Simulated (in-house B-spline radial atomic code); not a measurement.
**O⁺: density, ELF and screening along the radius**

Aim: the shell structure of O⁺ in the radial density, the electron localisation function and the screened nuclear charge, under several settings.

Method: several methods, spin-polarised, as named in each step; spherical all-electron atom at the radial basis limit. Code: in-house B-spline radial atomic code version 1.

## Step 1: The system

| Item | Value |
| --- | --- |
| element | oxygen (Z = 8) |
| charge | +1 |
| electrons | 7 |
| configuration | [He] 2s2 2p3 |
| nucleus | point (non-relativistic runs) or finite (X2C runs) |

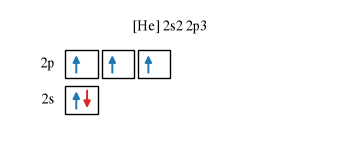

Occupation of the outer shells (arrows by Hund's rule).

Where spins are not typed, each open shell is filled with up spins first.

## Step 2: ωB97X, X2C, [He] 2s2 2p3

Settings of the run:

```ini
Z = 8
electrons = 7.0
configuration = [He] 2s2 2p3
hamiltonian = x2c
method = wb97x
spin_polarised = True
nucleus = fermi
rms_radius = 2.6991
mass_number = 16
atomic_mass = 15.99491461926
speed_of_light = 137.035999084
```

On the command line:

```console
python run_scf.py task.json out
```

task.json lists these runs, among others, and the program works through them in turn.

## Step 3: SCAN, X2C, [He] 2s2 2p3

The settings differ from step 2 so:

```diff
@@ -4,3 +4,3 @@
 hamiltonian = x2c
-method = wb97x
+method = scan,scan
 spin_polarised = True
```

## Step 4: LDA (VWN5), X2C, [He] 2s1 2p3 3d1

The settings differ from step 3 so:

```diff
@@ -2,5 +2,5 @@
 electrons = 7.0
-configuration = [He] 2s2 2p3
+configuration = [He] 2s1 2p3 3d1
 hamiltonian = x2c
-method = scan,scan
+method = lda,vwn
 spin_polarised = True
```

## Step 5: Hartree-Fock, non-rel., [He] 2s2 2p2 3s1

Settings of the run:

```ini
Z = 8
electrons = 7.0
configuration = [He] 2s2 2p2 3s1
hamiltonian = nr
method = hf
spin_polarised = True
```

Q: How large is the system in each run, where do the shell borders lie, and what is the highest level?

**Answer**, as computed:

| run | total energy (hartree) | highest level (eV) | radius holding 50 / 90 / 99 % (bohr) | radius at n = 0.001 (bohr) | ELF minima on the full grid (bohr) |
| --- | --- | --- | --- | --- | --- |
| ωB97X, X2C, [He] 2s2 2p3 | -74.6284 | -31.371 | 0.767 / 1.64 / 2.59 | 2.82 | 0.38 |
| SCAN, X2C, [He] 2s2 2p3 | -74.6224 | -27.323 | 0.766 / 1.63 / 2.59 | 2.82 | 0.38 |
| LDA (VWN5), X2C, [He] 2s1 2p3 3d1 | -72.7347 | -4.676 | 0.790 / 3.48 / 7.63 | 4.18 | 0.39, 2.5 |
| Hartree-Fock, non-rel., [He] 2s2 2p2 3s1 | -73.5373 | -11.845 | 0.807 / 2.87 / 5.55 | 4.25 | 0.40, 2.0 |

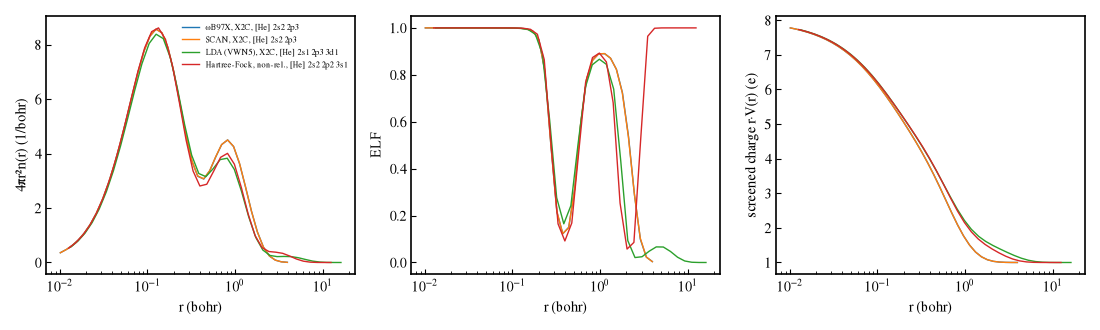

Radial density, ELF and screened nuclear charge of all runs.

What this shows: In the first run ELF has 1 minimum on the grid, which marks the borders between shells. On the record's full grid the screened charge (r times the electrostatic potential) falls from 7.9 near the nucleus to 1.00 at 4.0 bohr; far out it tends to the net charge, 1. The radius that holds 99 % of the electrons runs from 2.59 bohr (SCAN, X2C, [He] 2s2 2p3) to 7.63 bohr (LDA (VWN5), X2C, [He] 2s1 2p3 3d1). The grid is coarse (about 18 % a step), so the places of minima are rough. For X2C runs ELF uses the non-relativistic kinetic energy density, and the fields carry no picture-change correction.
